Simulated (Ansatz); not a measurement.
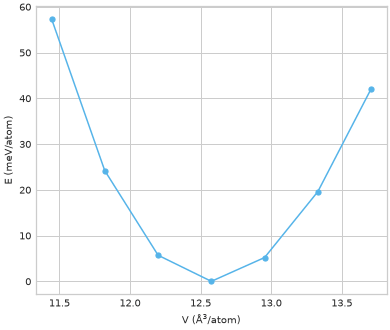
Figure. BAs in space group P6_222 (No. 180; B on 3d, As on 3c) under volume change, plane-wave PAW HSE06 (Ansatz code), shape and atoms relaxed at each volume.

Q: What does a third-order Birch–Murnaghan fit give for V₀, B₀ and B′?

A: V₀ = 12.58 Å³/atom, B₀ = 153 GPa, B′ = 4.2.

The cell is a constructed one: a structure type filled with these elements; neither database checked (COD, Materials Project) lists it. It is not the phase usual at ambient conditions (space group No. 216). The cell was relaxed with HSE06 under the symmetry of its start; its stability against distortions is not shown here.

Potentials: the later of the program's two PAW sets.
